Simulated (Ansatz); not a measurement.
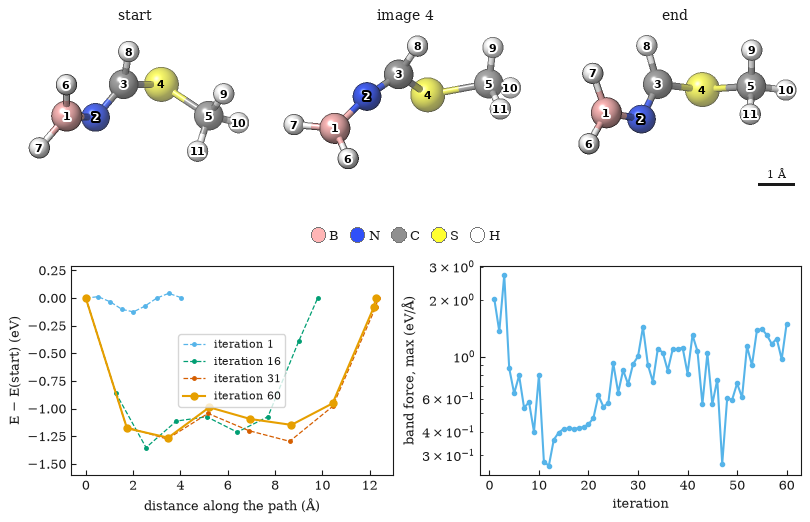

NEB run on C₂H₆BNS. Images are numbered from 0 (start) to 8 (end). The plot follows the band through its iterations. The picture is a ball-and-stick view, seen at a tilt.

Computed with RKS BHLYP-D4/def2-SVP in Ansatz 0.2.0.

The input:
```yaml
crystal:
  periodic: [false, false, false]
  atoms:
    - { symbol: B, position_ang: [-1.4318, 1.7635, -0.8537] }
    - { symbol: "N", position_ang: [-1.0041, 0.3775, -0.7545] }
    - { symbol: C, position_ang: [0.2138, 0.0731, -0.8043] }
    - { symbol: S, position_ang: [0.8141, -1.635, -0.6558] }
    - { symbol: C, position_ang: [0.9098, -1.5769, 1.1398] }
    - { symbol: H, position_ang: [-0.7109, 2.7135, -0.9925] }
    - { symbol: H, position_ang: [-2.6103, 2.0449, -0.8219] }
    - { symbol: H, position_ang: [1.0551, 0.8481, -0.9151] }
    - { symbol: H, position_ang: [1.6734, -0.7953, 1.4801] }
    - { symbol: H, position_ang: [1.2338, -2.5605, 1.5571] }
    - { symbol: H, position_ang: [-0.0775, -1.3099, 1.6413] }
basis:
  gaussian: { orbitals: def2-SVP }
hamiltonian:
  xc: { name: BHLYP }
  dispersion: d4
neb:
  order_check: false
  images: 7
  f_tol: 0.03
  max_iterations: 60
  initial_path: idpp
  final_atoms:
    - { symbol: B, position_ang: [-1.4318, 1.7635, -0.8537] }
    - { symbol: "N", position_ang: [-1.0041, 0.3775, -0.7545] }
    - { symbol: C, position_ang: [-1.84247, -0.54801, -0.61667] }
    - { symbol: S, position_ang: [-1.37485, -2.30058, -0.51748] }
    - { symbol: C, position_ang: [-1.41449, -2.54035, -2.30008] }
    - { symbol: H, position_ang: [-0.7109, 2.7135, -0.9925] }
    - { symbol: H, position_ang: [-2.6103, 2.0449, -0.8219] }
    - { symbol: H, position_ang: [-2.97729, -0.37182, -0.57395] }
    - { symbol: H, position_ang: [-2.47066, -2.37387, -2.70824] }
    - { symbol: H, position_ang: [-1.11397, -3.58056, -2.57253] }
    - { symbol: H, position_ang: [-0.7277, -1.83352, -2.87128] }
```

Run as
```bash
ansatz run input.yaml --threads 2 --pin off --max-ram 3072MiB --backend cpu --events-out ev --progress --plain --runs-dir out
```

Did the band converge, and can the barrier be trusted?

Answer. The result isn't final. The band hadn't converged when the run stopped after 60 iterations. The largest component of the band force went from 2 to 1.5 eV/Å. The end points weren't relaxed, so energies relative to them aren't barriers between minima. The first iteration put the highest image at 0.04 eV. Relative to the start the highest point is image 8 at 0.00 eV and the end lies at 0.00 eV, but the profile dips to −1.26 eV at image 2 on the way, so there may be an intermediate minimum, or an end is no minimum.
